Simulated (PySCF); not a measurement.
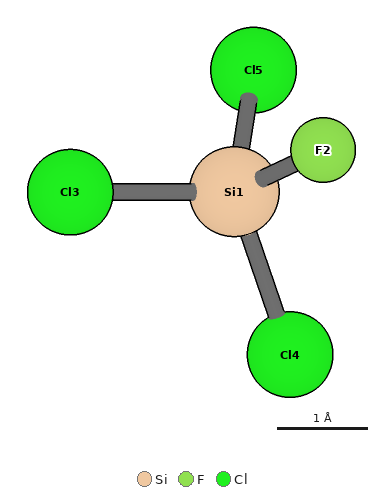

The input geometry (ball-and-stick view, seen at a tilt; atoms are numbered from 1 in the order of the input). Bond lengths as drawn: Cl–Si 1.99 Å and F–Si 1.61 Å.

**Energy and gradient calculation of SiCl3F**

System: SiCl3F, SMILES F[Si](Cl)(Cl)Cl.
Method: TPSSh/def2-TZVP, RKS (PySCF 2.14.0).

The geometry comes from this level: GFN2-xTB. Figures and captions count atoms from 1; the log counts them from 0 in places.

### The program's output
```
PySCF version 2.14.0

[INPUT] num. atoms = 5
[INPUT] num. electrons = 74
[INPUT] charge = 0
[INPUT] spin (= nelec alpha-beta = 2S) = 0
[INPUT] symmetry False subgroup None
[INPUT] Mole.unit = angstrom
[INPUT] Symbol           X                Y                Z      unit          X                Y                Z       unit  Magmom
[INPUT]  1 Si     0.001240000000   0.000280000000   0.001110000000 AA    0.002343260394   0.000529123315   0.002097595998 Bohr   0.0
[INPUT]  2 F      0.008020000000  -0.015930000000   1.611740000000 AA    0.015155603519  -0.030103337164   3.045747184006 Bohr   0.0
[INPUT]  3 Cl     1.917960000000   0.008800000000  -0.546760000000 AA    3.624419117871   0.016629589896  -1.033226655867 Bohr   0.0
[INPUT]  4 Cl    -0.968370000000   1.664060000000  -0.517190000000 AA   -1.829954087245   3.144617654844  -0.977347454364 Bohr   0.0
[INPUT]  5 Cl    -0.958850000000  -1.657200000000  -0.548890000000 AA   -1.811963894539  -3.131654133629  -1.037251772513 Bohr   0.0

nuclear repulsion = 453.220877040155
number of shells = 63
number of NR pGTOs = 298
number of NR cGTOs = 179
basis = def2-tzvp
ecp = {}

******** <class 'pyscf.dft.rks.RKS'> ********
method = RKS
initial guess = minao
damping factor = 0
level_shift factor = 0
DIIS = <class 'pyscf.scf.diis.CDIIS'>
diis_start_cycle = 1
diis_space = 8
diis_damp = 0
SCF conv_tol = 1e-10
SCF conv_tol_grad = None
SCF max_cycles = 50
direct_scf = True
direct_scf_tol = 1e-13
XC library pyscf.dft.libxc version 7.0.0
    S. Lehtola, C. Steigemann, M. J.T. Oliveira, and M. A.L. Marques.,  SoftwareX 7, 1–5 (2018)
XC functionals = tpssh
radial grids:
    Treutler-Ahlrichs [JCP 102, 346 (1995); DOI:10.1063/1.469408] (M4) radial grids

becke partition: Becke, JCP 88, 2547 (1988); DOI:10.1063/1.454033
pruning grids: <function nwchem_prune>
grids dens level: 5
symmetrized grids: False
atomic radii adjust function: <function treutler_atomic_radii_adjust>
small_rho_cutoff = 0
Set gradient conv threshold to 1e-05
Initial guess from minao.
tot grids = 216576
init E= -1770.89853217327
  HOMO = -0.355898953265729  LUMO = -0.0473847591460344  gap/eV = 8.39510
cycle= 1 E= -1770.23949401709  delta_E= 0.659  |g|= 0.645  |ddm|= 2.25
  HOMO = -0.290606079094548  LUMO = -0.0508168324346059  gap/eV = 6.52500
cycle= 2 E= -1770.09019255159  delta_E= 0.149  |g|= 1.17  |ddm|= 0.958
  HOMO = -0.318681383855623  LUMO = -0.0235572114886993  gap/eV = 8.03074
cycle= 3 E= -1770.30916238488  delta_E= -0.219  |g|= 0.104  |ddm|= 0.596
  HOMO = -0.331456985734042  LUMO = -0.0301279111226431  gap/eV = 8.19958
cycle= 4 E= -1770.31106154  delta_E= -0.0019  |g|= 0.0374  |ddm|= 0.0964
  HOMO = -0.329904274992373  LUMO = -0.0303419382273958  gap/eV = 8.15151
cycle= 5 E= -1770.31123456781  delta_E= -0.000173  |g|= 0.0136  |ddm|= 0.0285
  HOMO = -0.329364053227441  LUMO = -0.0290725442781535  gap/eV = 8.17135
cycle= 6 E= -1770.31128168644  delta_E= -4.71e-05  |g|= 0.0033  |ddm|= 0.0115
  HOMO = -0.329440002541823  LUMO = -0.0292849660029625  gap/eV = 8.16763
cycle= 7 E= -1770.31128410645  delta_E= -2.42e-06  |g|= 0.000355  |ddm|= 0.00208
  HOMO = -0.329416191440484  LUMO = -0.0292561542077626  gap/eV = 8.16777
cycle= 8 E= -1770.31128413369  delta_E= -2.72e-08  |g|= 0.000108  |ddm|= 0.000288
  HOMO = -0.329415260210111  LUMO = -0.0292592868129928  gap/eV = 8.16766
cycle= 9 E= -1770.31128413669  delta_E= -3e-09  |g|= 2.33e-05  |ddm|= 7.63e-05
  HOMO = -0.329417632525378  LUMO = -0.0292608035914794  gap/eV = 8.16768
cycle= 10 E= -1770.31128413679  delta_E= -1.01e-10  |g|= 3.28e-06  |ddm|= 1.59e-05
  HOMO = -0.329417600769506  LUMO = -0.0292608672359532  gap/eV = 8.16768
cycle= 11 E= -1770.31128413678  delta_E= 5.46e-12  |g|= 1.18e-06  |ddm|= 2.43e-06
  HOMO = -0.32941766583897  LUMO = -0.0292608618953748  gap/eV = 8.16768
```

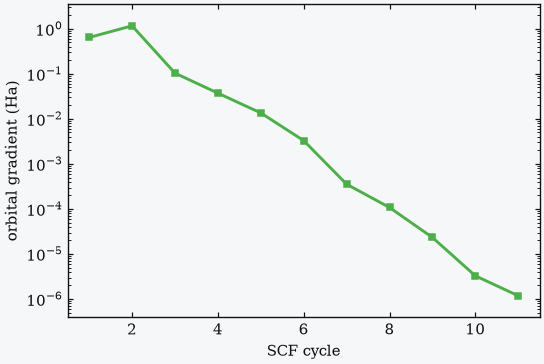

Convergence of the self-consistent field: orbital gradient against the SCF cycle. The residual falls almost steadily, with no more than small rises.

```
Extra cycle  E= -1770.31128413678  delta_E= 1.82e-12  |g|= 1.97e-06  |ddm|= 1.45e-06
converged SCF energy = -1770.31128413678
Final energy -1770.3112841367802

******** <class 'pyscf.grad.rks.Gradients'> for <class 'pyscf.dft.rks.RKS'> ********
unit = Eh/Bohr
grid_response = False
--------------- RKS gradients ---------------
         x                y                z
0 Si     0.0000867880     0.0000089612    -0.0342339690
1 F    -0.0000577235    -0.0002136003     0.0130056804
2 Cl    -0.0098693063    -0.0001705767     0.0071013679
3 Cl     0.0047529201    -0.0085565878     0.0068754555
4 Cl     0.0050880591     0.0089333292     0.0072532085
----------------------------------------------
**** SCF Summaries ****
Total Energy =                       -1770.311284136780159
Nuclear Repulsion Energy =             453.220877040154733
One-electron Energy =                -3350.647059817014451
Two-electron Energy =                 1127.114898640079218
Two-electron Coulomb Energy =         1243.531163329161018
DFT Exchange-Correlation Energy =     -116.416264689081842
HOMO-LUMO gap [eV] =                     8.167682658638634
**** MO energy ****
MO #1   energy= -101.402735295678  occ= 2
MO #2   energy= -101.402467236503  occ= 2
MO #3   energy= -101.402462658014  occ= 2
MO #4   energy= -66.1172454468571  occ= 2
MO #5   energy= -24.612223070269   occ= 2
MO #6   energy= -9.40663035957557  occ= 2
MO #7   energy= -9.40638103712314  occ= 2
MO #8   energy= -9.40635475974907  occ= 2
MO #9   energy= -7.15193728328442  occ= 2
MO #10  energy= -7.15168197710844  occ= 2
MO #11  energy= -7.15166283058388  occ= 2
MO #12  energy= -7.1463858691224   occ= 2
MO #13  energy= -7.14635158286175  occ= 2
MO #14  energy= -7.14613865485483  occ= 2
MO #15  energy= -7.1461125079377   occ= 2
MO #16  energy= -7.14610064589053  occ= 2
MO #17  energy= -7.14607473727096  occ= 2
MO #18  energy= -5.33600676389778  occ= 2
MO #19  energy= -3.68387171887847  occ= 2
MO #20  energy= -3.68383709356511  occ= 2
MO #21  energy= -3.6838269796629   occ= 2
MO #22  energy= -1.18164925941331  occ= 2
MO #23  energy= -0.866509232992265 occ= 2
MO #24  energy= -0.833236148812644 occ= 2
MO #25  energy= -0.832990866080926 occ= 2
MO #26  energy= -0.550000110043328 occ= 2
MO #27  energy= -0.470444773909797 occ= 2
MO #28  energy= -0.459684111407289 occ= 2
MO #29  energy= -0.459583625054675 occ= 2
MO #30  energy= -0.406935219617922 occ= 2
MO #31  energy= -0.406821364288577 occ= 2
MO #32  energy= -0.368090712482576 occ= 2
MO #33  energy= -0.363130224320002 occ= 2
MO #34  energy= -0.363003733234526 occ= 2
MO #35  energy= -0.339467985413076 occ= 2
MO #36  energy= -0.339288410464825 occ= 2
MO #37  energy= -0.32941766583897  occ= 2
MO #38  energy= -0.0292608618953748 occ= 0
MO #39  energy= 0.0122313144610459 occ= 0
MO #40  energy= 0.0348654700616217 occ= 0
MO #41  energy= 0.035450311793695  occ= 0
MO #42  energy= 0.103931760721509  occ= 0
MO #43  energy= 0.131396221173084  occ= 0
MO #44  energy= 0.131497990534928  occ= 0
MO #45  energy= 0.161006117156232  occ= 0
MO #46  energy= 0.17366705650005   occ= 0
MO #47  energy= 0.173814196291741  occ= 0
MO #48  energy= 0.191055141976013  occ= 0
MO #49  energy= 0.191153810238655  occ= 0
MO #50  energy= 0.260471994562967  occ= 0
MO #51  energy= 0.299959842048532  occ= 0
MO #52  energy= 0.307708755824132  occ= 0
MO #53  energy= 0.307771501608682  occ= 0
MO #54  energy= 0.320656329704982  occ= 0
MO #55  energy= 0.330941179152246  occ= 0
MO #56  energy= 0.330986183523358  occ= 0
MO #57  energy= 0.355946753695894  occ= 0
MO #58  energy= 0.35622097643531   occ= 0
MO #59  energy= 0.382448054943457  occ= 0
MO #60  energy= 0.392769499115596  occ= 0
MO #61  energy= 0.393601724575799  occ= 0
MO #62  energy= 0.393955633704879  occ= 0
MO #63  energy= 0.485942387008594  occ= 0
MO #64  energy= 0.509834005893034  occ= 0
MO #65  energy= 0.510296957087011  occ= 0
MO #66  energy= 0.510775982945439  occ= 0
MO #67  energy= 0.545360027976145  occ= 0
MO #68  energy= 0.545989086948971  occ= 0
MO #69  energy= 0.605532704874653  occ= 0
MO #70  energy= 0.619744991808771  occ= 0
MO #71  energy= 0.620224351000384  occ= 0
MO #72  energy= 0.634236178291348  occ= 0
MO #73  energy= 0.700898119790573  occ= 0
MO #74  energy= 0.701489231308491  occ= 0
MO #75  energy= 0.702003879065856  occ= 0
MO #76  energy= 0.736702832348529  occ= 0
MO #77  energy= 0.736805355793719  occ= 0
MO #78  energy= 0.902320467281442  occ= 0
MO #79  energy= 0.902636389846264  occ= 0
MO #80  energy= 0.918251818329486  occ= 0
MO #81  energy= 0.978420127273121  occ= 0
MO #82  energy= 1.02959702839393   occ= 0
MO #83  energy= 1.03023893079411   occ= 0
MO #84  energy= 1.0437984539       occ= 0
MO #85  energy= 1.09662863170144   occ= 0
MO #86  energy= 1.09751663332082   occ= 0
MO #87  energy= 1.15996717396738   occ= 0
MO #88  energy= 1.16012884130822   occ= 0
MO #89  energy= 1.19045101787442   occ= 0
MO #90  energy= 1.24741960273881   occ= 0
MO #91  energy= 1.24769640239623   occ= 0
MO #92  energy= 1.29071980177082   occ= 0
MO #93  energy= 1.36305583160421   occ= 0
MO #94  energy= 1.51306166499143   occ= 0
MO #95  energy= 1.51342180652777   occ= 0
MO #96  energy= 1.52545251390254   occ= 0
MO #97  energy= 1.71418012166513   occ= 0
MO #98  energy= 1.71478626597915   occ= 0
MO #99  energy= 1.71516677803237   occ= 0
MO #100 energy= 1.74741566245883   occ= 0
MO #101 energy= 1.74791692767233   occ= 0
MO #102 energy= 1.79539044680899   occ= 0
MO #103 energy= 1.79738588721423   occ= 0
MO #104 energy= 1.82339052262822   occ= 0
MO #105 energy= 1.82348936870068   occ= 0
MO #106 energy= 1.85484278447511   occ= 0
MO #107 energy= 1.85503791300415   occ= 0
MO #108 energy= 1.85793393135525   occ= 0
MO #109 energy= 1.87944407611168   occ= 0
MO #110 energy= 1.87985357968197   occ= 0
MO #111 energy= 1.9413570905105    occ= 0
MO #112 energy= 1.98469743906057   occ= 0
MO #113 energy= 1.98482258706518   occ= 0
MO #114 energy= 2.02944263118839   occ= 0
MO #115 energy= 2.04084847082807   occ= 0
MO #116 energy= 2.04115551682822   occ= 0
MO #117 energy= 2.05293084593937   occ= 0
MO #118 energy= 2.05305236618841   occ= 0
MO #119 energy= 2.05407712773132   occ= 0
MO #120 energy= 2.05604718668204   occ= 0
MO #121 energy= 2.05620276273932   occ= 0
MO #122 energy= 2.08469997793421   occ= 0
MO #123 energy= 2.18421929206117   occ= 0
MO #124 energy= 2.18438081265347   occ= 0
MO #125 energy= 2.19421559204695   occ= 0
MO #126 energy= 2.22632453048834   occ= 0
MO #127 energy= 2.22646503949668   occ= 0
MO #128 energy= 2.2331788937593    occ= 0
MO #129 energy= 2.23393984239897   occ= 0
MO #130 energy= 2.23427220907507   occ= 0
MO #131 energy= 2.24906032106542   occ= 0
MO #132 energy= 2.28975955096181   occ= 0
MO #133 energy= 2.38297011868127   occ= 0
MO #134 energy= 2.38354824381581   occ= 0
MO #135 energy= 2.49919215623713   occ= 0
MO #136 energy= 2.50044554550208   occ= 0
MO #137 energy= 2.50898325109688   occ= 0
MO #138 energy= 2.59346296468082   occ= 0
MO #139 energy= 2.61592454899871   occ= 0
MO #140 energy= 2.61849659932329   occ= 0
MO #141 energy= 2.63349001008672   occ= 0
MO #142 energy= 2.63401779219533   occ= 0
MO #143 energy= 2.70917906008904   occ= 0
MO #144 energy= 2.7291208501661    occ= 0
MO #145 energy= 2.99613400822513   occ= 0
MO #146 energy= 2.9970100154322    occ= 0
MO #147 energy= 3.30668207880216   occ= 0
MO #148 energy= 3.30700643640476   occ= 0
MO #149 energy= 3.67091268135738   occ= 0
MO #150 energy= 3.99843199356582   occ= 0
MO #151 energy= 6.20058233951353   occ= 0
MO #152 energy= 6.20114339954053   occ= 0
MO #153 energy= 6.20148060243302   occ= 0
MO #154 energy= 6.89499311728028   occ= 0
MO #155 energy= 6.89623564933439   occ= 0
MO #156 energy= 6.91613110660355   occ= 0
MO #157 energy= 6.91625701383911   occ= 0
MO #158 energy= 6.95828960627882   occ= 0
MO #159 energy= 6.9583606265429    occ= 0
MO #160 energy= 7.16587263181255   occ= 0
MO #161 energy= 8.31969008625667   occ= 0
MO #162 energy= 8.31996628305652   occ= 0
MO #163 energy= 8.56678517712483   occ= 0
MO #164 energy= 8.56699827631453   occ= 0
MO #165 energy= 8.7218122952928    occ= 0
MO #166 energy= 10.5166432306778   occ= 0
MO #167 energy= 10.6943874701903   occ= 0
MO #168 energy= 10.6945299392686   occ= 0
MO #169 energy= 10.6972917947175   occ= 0
MO #170 energy= 10.7127928226757   occ= 0
MO #171 energy= 10.7134407284528   occ= 0
MO #172 energy= 10.7215128053286   occ= 0
MO #173 energy= 11.0692235151935   occ= 0
MO #174 energy= 11.0701269201755   occ= 0
MO #175 energy= 11.6869856226395   occ= 0
MO #176 energy= 24.8144489796124   occ= 0
MO #177 energy= 24.814989286426    occ= 0
MO #178 energy= 25.0474537053013   occ= 0
MO #179 energy= 56.9861845718356   occ= 0
 ** Mulliken pop on meta-lowdin orthogonal AOs  **
 ** Mulliken pop  **
pop of  0 Si 1s           1.99999
pop of  0 Si 2s           1.99975
pop of  0 Si 3s           0.83021
pop of  0 Si 4s           0.01551
pop of  0 Si 5s           0.00033
pop of  0 Si 2px          1.99989
pop of  0 Si 2py          1.99989
pop of  0 Si 2pz          1.99989
pop of  0 Si 3px          0.63251
pop of  0 Si 3py          0.63217
pop of  0 Si 3pz          0.52498
pop of  0 Si 4px          0.01846
pop of  0 Si 4py          0.01845
pop of  0 Si 4pz          0.01441
pop of  0 Si 5px          0.00130
pop of  0 Si 5py          0.00130
pop of  0 Si 5pz          0.00254
pop of  0 Si 6px          0.00003
pop of  0 Si 6py          0.00003
pop of  0 Si 6pz          0.00015
pop of  0 Si 3dxy         0.01587
pop of  0 Si 3dyz         0.01970
pop of  0 Si 3dz^2        0.01386
pop of  0 Si 3dxz         0.01967
pop of  0 Si 3dx2-y2      0.01593
pop of  0 Si 4dxy         0.00502
pop of  0 Si 4dyz         0.00354
pop of  0 Si 4dz^2        0.00592
pop of  0 Si 4dxz         0.00358
pop of  0 Si 4dx2-y2      0.00497
pop of  0 Si 4f-3         0.00194
pop of  0 Si 4f-2         0.00039
pop of  0 Si 4f-1         0.00204
pop of  0 Si 4f+0         0.00172
pop of  0 Si 4f+1         0.00207
pop of  0 Si 4f+2         0.00037
pop of  0 Si 4f+3         0.00199
pop of  1 F 1s            1.99998
pop of  1 F 2s            1.85331
pop of  1 F 3s            0.00304
pop of  1 F 4s            0.00046
pop of  1 F 5s            0.00007
pop of  1 F 2px           1.92067
pop of  1 F 2py           1.92060
pop of  1 F 2pz           1.77193
pop of  1 F 3px           0.00249
pop of  1 F 3py           0.00249
pop of  1 F 3pz           0.00026
pop of  1 F 4px           0.00029
pop of  1 F 4py           0.00029
pop of  1 F 4pz           0.00159
pop of  1 F 3dxy          0.00005
pop of  1 F 3dyz          0.00213
pop of  1 F 3dz^2         0.00485
pop of  1 F 3dxz          0.00213
pop of  1 F 3dx2-y2       0.00005
pop of  1 F 4dxy          0.00002
pop of  1 F 4dyz          0.00037
pop of  1 F 4dz^2         0.00086
pop of  1 F 4dxz          0.00037
pop of  1 F 4dx2-y2       0.00002
pop of  1 F 4f-3          0.00000
pop of  1 F 4f-2          0.00000
pop of  1 F 4f-1          0.00007
pop of  1 F 4f+0          0.00018
pop of  1 F 4f+1          0.00007
pop of  1 F 4f+2          0.00000
pop of  1 F 4f+3          0.00000
pop of  2 Cl 1s           1.99999
pop of  2 Cl 2s           1.99976
pop of  2 Cl 3s           1.84527
pop of  2 Cl 4s           0.00203
pop of  2 Cl 5s           0.00018
pop of  2 Cl 2px          1.99991
pop of  2 Cl 2py          1.99993
pop of  2 Cl 2pz          1.99993
pop of  2 Cl 3px          1.56024
pop of  2 Cl 3py          1.90552
pop of  2 Cl 3pz          1.88060
pop of  2 Cl 4px          0.00330
pop of  2 Cl 4py          0.00198
pop of  2 Cl 4pz          0.00168
pop of  2 Cl 5px          0.00082
pop of  2 Cl 5py          0.00018
pop of  2 Cl 5pz          0.00024
pop of  2 Cl 6px          0.00027
pop of  2 Cl 6py          0.00014
pop of  2 Cl 6pz          0.00012
pop of  2 Cl 3dxy         0.00487
pop of  2 Cl 3dyz         0.00051
pop of  2 Cl 3dz^2        0.00371
pop of  2 Cl 3dxz         0.00699
pop of  2 Cl 3dx2-y2      0.01070
pop of  2 Cl 4dxy         0.00056
pop of  2 Cl 4dyz         0.00008
pop of  2 Cl 4dz^2        0.00029
pop of  2 Cl 4dxz         0.00051
pop of  2 Cl 4dx2-y2      0.00047
pop of  2 Cl 4f-3         0.00044
pop of  2 Cl 4f-2         0.00010
pop of  2 Cl 4f-1         0.00003
pop of  2 Cl 4f+0         0.00027
pop of  2 Cl 4f+1         0.00047
pop of  2 Cl 4f+2         0.00051
pop of  2 Cl 4f+3         0.00074
pop of  3 Cl 1s           1.99999
pop of  3 Cl 2s           1.99976
pop of  3 Cl 3s           1.84550
pop of  3 Cl 4s           0.00203
pop of  3 Cl 5s           0.00018
pop of  3 Cl 2px          1.99992
pop of  3 Cl 2py          1.99991
pop of  3 Cl 2pz          1.99993
pop of  3 Cl 3px          1.81716
pop of  3 Cl 3py          1.64648
pop of  3 Cl 3pz          1.88321
pop of  3 Cl 4px          0.00231
pop of  3 Cl 4py          0.00296
pop of  3 Cl 4pz          0.00166
pop of  3 Cl 5px          0.00034
pop of  3 Cl 5py          0.00066
pop of  3 Cl 5pz          0.00023
pop of  3 Cl 6px          0.00017
pop of  3 Cl 6py          0.00024
pop of  3 Cl 6pz          0.00012
pop of  3 Cl 3dxy         0.00939
pop of  3 Cl 3dyz         0.00520
pop of  3 Cl 3dz^2        0.00374
pop of  3 Cl 3dxz         0.00208
pop of  3 Cl 3dx2-y2      0.00632
pop of  3 Cl 4dxy         0.00049
pop of  3 Cl 4dyz         0.00041
pop of  3 Cl 4dz^2        0.00028
pop of  3 Cl 4dxz         0.00019
pop of  3 Cl 4dx2-y2      0.00054
pop of  3 Cl 4f-3         0.00045
pop of  3 Cl 4f-2         0.00039
pop of  3 Cl 4f-1         0.00036
pop of  3 Cl 4f+0         0.00026
pop of  3 Cl 4f+1         0.00014
pop of  3 Cl 4f+2         0.00019
pop of  3 Cl 4f+3         0.00075
pop of  4 Cl 1s           1.99999
pop of  4 Cl 2s           1.99976
pop of  4 Cl 3s           1.84511
pop of  4 Cl 4s           0.00203
pop of  4 Cl 5s           0.00018
pop of  4 Cl 2px          1.99992
pop of  4 Cl 2py          1.99991
pop of  4 Cl 2pz          1.99993
pop of  4 Cl 3px          1.81891
pop of  4 Cl 3py          1.64752
pop of  4 Cl 3pz          1.88040
pop of  4 Cl 4px          0.00232
pop of  4 Cl 4py          0.00296
pop of  4 Cl 4pz          0.00168
pop of  4 Cl 5px          0.00034
pop of  4 Cl 5py          0.00066
pop of  4 Cl 5pz          0.00024
pop of  4 Cl 6px          0.00017
pop of  4 Cl 6py          0.00023
pop of  4 Cl 6pz          0.00012
pop of  4 Cl 3dxy         0.00926
pop of  4 Cl 3dyz         0.00538
pop of  4 Cl 3dz^2        0.00371
pop of  4 Cl 3dxz         0.00215
pop of  4 Cl 3dx2-y2      0.00631
pop of  4 Cl 4dxy         0.00049
pop of  4 Cl 4dyz         0.00041
pop of  4 Cl 4dz^2        0.00029
pop of  4 Cl 4dxz         0.00019
pop of  4 Cl 4dx2-y2      0.00054
pop of  4 Cl 4f-3         0.00044
pop of  4 Cl 4f-2         0.00041
pop of  4 Cl 4f-1         0.00036
pop of  4 Cl 4f+0         0.00027
pop of  4 Cl 4f+1         0.00014
pop of  4 Cl 4f+2         0.00020
pop of  4 Cl 4f+3         0.00074
 ** Mulliken atomic charges  **
charge of    0Si =      1.18964
charge of    1F =     -0.48867
charge of    2Cl =     -0.23332
charge of    3Cl =     -0.23397
charge of    4Cl =     -0.23367
Dipole moment(X, Y, Z, Debye):  0.00436,  0.00750, -0.93458
```

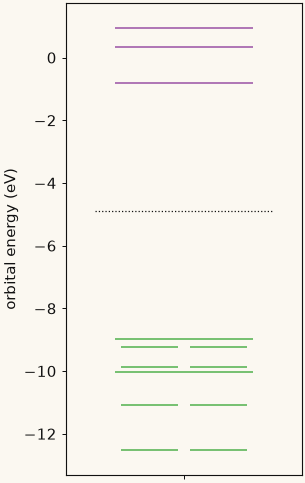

Orbital energies near the frontier; the dotted line parts filled from empty levels, and levels within 0.02 eV of each other stand side by side. Highest filled −8.96 eV, lowest empty −0.80 eV, 8.16 eV apart.

The run was set up as follows.

### The input (input.py)
```python
from pyscf import gto, dft

mol = gto.Mole()
mol.atom = '''
Si     0.001240     0.000280     0.001110
F      0.008020    -0.015930     1.611740
Cl     1.917960     0.008800    -0.546760
Cl    -0.968370     1.664060    -0.517190
Cl    -0.958850    -1.657200    -0.548890
'''
mol.basis = 'def2-tzvp'
mol.max_memory = 1860
mol.verbose = 4
mol.charge = 0
mol.build()

myscf = dft.RKS(mol)
myscf.xc = 'tpssh'
myscf.grids.level = 5
myscf.conv_tol = 1e-10
myscf.kernel()
if not myscf.converged:
    myscf = myscf.newton().run(myscf.mo_coeff, myscf.mo_occ)

e_final = myscf.e_tot
print('Final energy', e_final)
grad = myscf.nuc_grad_method().kernel()
myscf.analyze()
```

Run as:
```bash
OMP_NUM_THREADS=1 python input.py
```

### Summary

- outcome: converged
- total energy: −1770.311284 hartree
- basis functions: 179
- largest force: 1.760 eV/Å
- HOMO: −8.96 eV
- LUMO: −0.80 eV
- dipole moment: 0.93 D
- hardware: 1 thread of Intel Xeon @ 2.50GHz (Skylake/Cascade Lake), 189 GiB of memory available, shared host
- wall time: 4.9 min
- peak memory: 2.5 GiB
